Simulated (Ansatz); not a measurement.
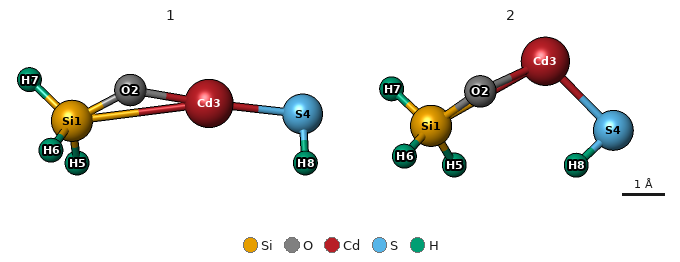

Two geometries of CdSiH4SO, drawn at one scale. One is the start of a relaxation, the other its converged end. The picture is a ball-and-stick view, seen face on.

Method: RKS PBE0-D4/def2-TZVP in Ansatz. (force threshold 0.005 eV/Å; at most 150 steps)

Which geometry has the lower energy?

Answer. Structure 1 is the relaxed one. The start comes from GFN2-xTB. After 23 accepted moves (31 points after the start) the energy has fallen by 1.075 eV. Largest force component: 0.94 eV/Å at the start, 0.0026 eV/Å at the end. The line search rejected the trial steps at points 14, 16, 18, 19, 25, 26, 29, 30 of the run. The forces were under the threshold at step 15, but the run went on from there. H8 moves most after the best rigid fit: 1.68 Å. By element the largest moves are H 1.68 Å, Cd 1.04 Å, S 0.81 Å, O 0.49 Å, Si 0.48 Å. Near-neighbour distances that change, for instance: Si1–Cd3 3.184 → 3.336 Å, Cd3–S4 2.354 → 2.313 Å, O2–Cd3 1.992 → 1.962 Å, Si1–H6 1.462 → 1.492 Å. Among the angles between lasting bonds that change: O2–Cd3–S4 110.1° → 176.8°, Si1–O2–Cd3 124.5° → 136.9°, Cd3–S4–H8 86.3° → 93.4°. Cost: 84 s on 4 threads of Arm Neoverse V2, on a shared host.
